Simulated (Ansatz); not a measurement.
# CH3BCu (SMILES C[B+][Cu]) (charge +1): what the fields show

```xyz
6

C    -0.1909    2.3259    0.0710
B     0.9755    1.5486   -0.3952
Cu    2.4782    0.5471   -0.9959
H     0.1019    3.3598    0.3047
H    -0.9714    2.3539   -0.7031
H    -0.6189    1.8743    0.9777
```

Geometry: B3LYP-D4/def2-TZVP.

These are results of isolated molecule in a Gaussian basis; Kohn-Sham density functional theory, functional PBE0 (Ansatz 0.2.0), not measurements.

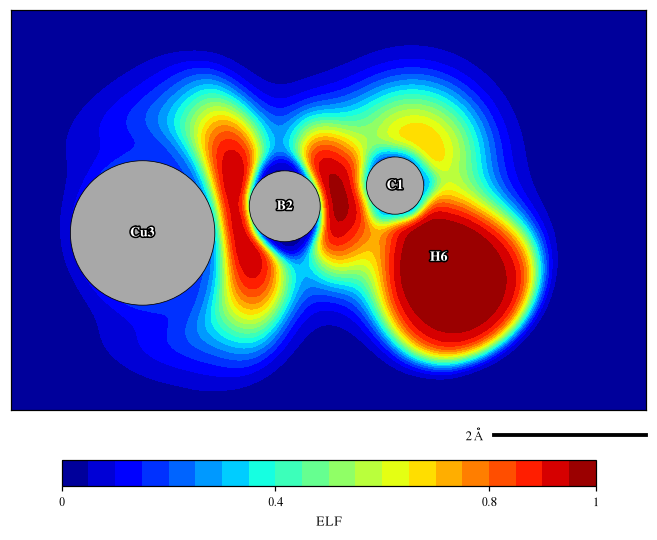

Figure 1. Electron localisation function on the plane of atoms B2, C1 and H6. Grey discs cover the atomic cores.

**What does the map show?**

- The plane passes through C, B, Cu and H nuclei.
- C–B (1.48 Å): the ELF peaks at about 0.95 between the atoms, as expected for a covalent bond.
- Cu–B (1.90 Å): the ELF peaks at about 0.90 in the valence shell of B, 0.7 Å from its nucleus, and is about 0.35 at the midpoint.
- C–H (1.10 Å): the ELF climbs to about 1 towards the hydrogen, as it does in any bond to H: a covalent bond by its length.

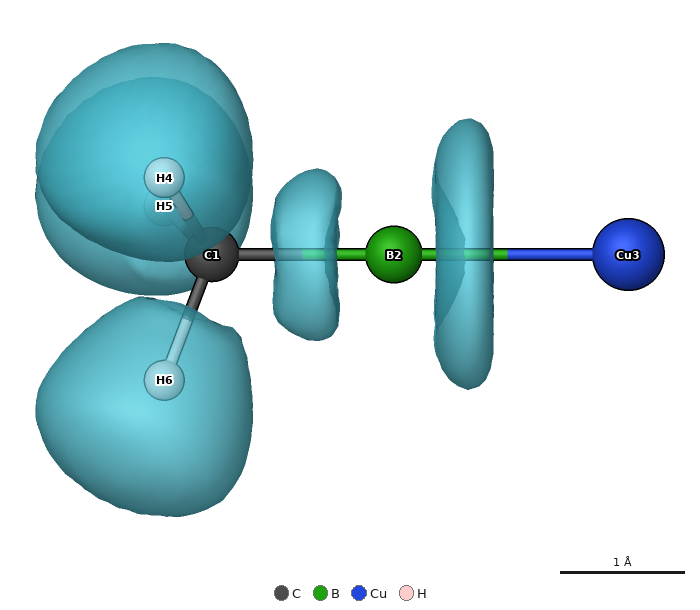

Figure 2. Isosurface of the electron localisation function at 0.8 (cyan), seen from one side. Core shells and regions of very low density are left out.

**Where are the electrons localised?**

At this value the surface marks out one region between bonded B–C atoms (shared pairs), three regions around hydrogen nuclei and one lobe of the valence shell of B pointing towards Cu (polar bonds).

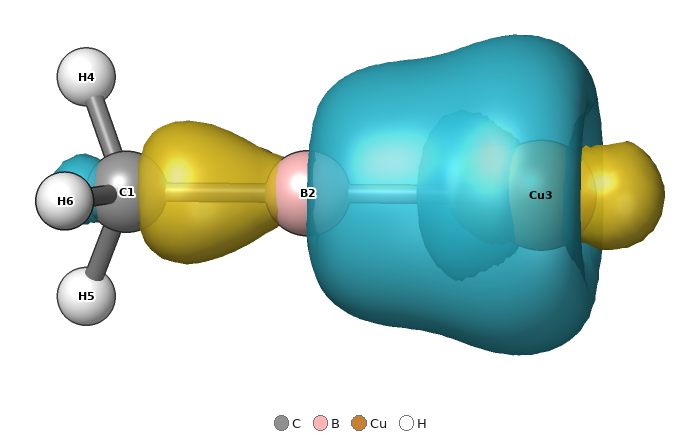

Figure 3. The HOMO at ±0.15 Å⁻³ᐟ² (yellow and cyan are the two phases), seen across its widest extent.

**Where does this orbital lie, and at what energy?**

By Hirshfeld shares it lies mainly on Cu3 (about 70 %) and B2 (about 25 %). Its energy is −13.29 eV.
